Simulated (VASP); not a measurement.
Band structure of CsCl (relaxed from the wurtzite structure, space group P6_3mc). These are PBEsol GGA, VASP's PBE PAW potentials (set 64) (plane waves; VASP) values and carry that method's errors.

Unless said otherwise, spin-orbit coupling is left out, though it shifts the bands of the heavy elements here.

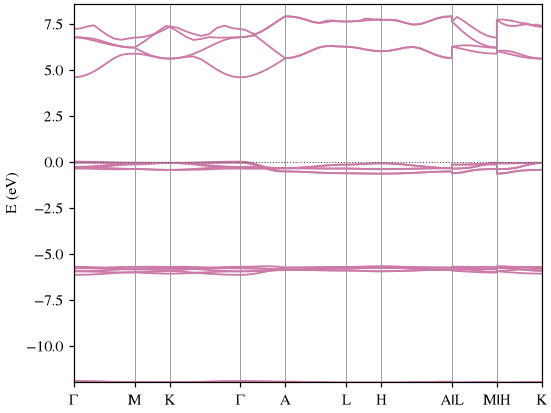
Fig. 1. Bands along high-symmetry lines, zero at the valence-band maximum or, without a gap, the Fermi level

Question: Read the plot: is there a gap, and where are the band edges?

Answer: The gap is direct, 4.58 eV, from the valence maximum at Γ to the conduction minimum at Γ. (Edges off the drawn lines would not show.)

The structure was generated: CsCl was put into the wurtzite type (P6_3mc), which need not be its known phase. It was relaxed first, which changed the volume by -21 %.
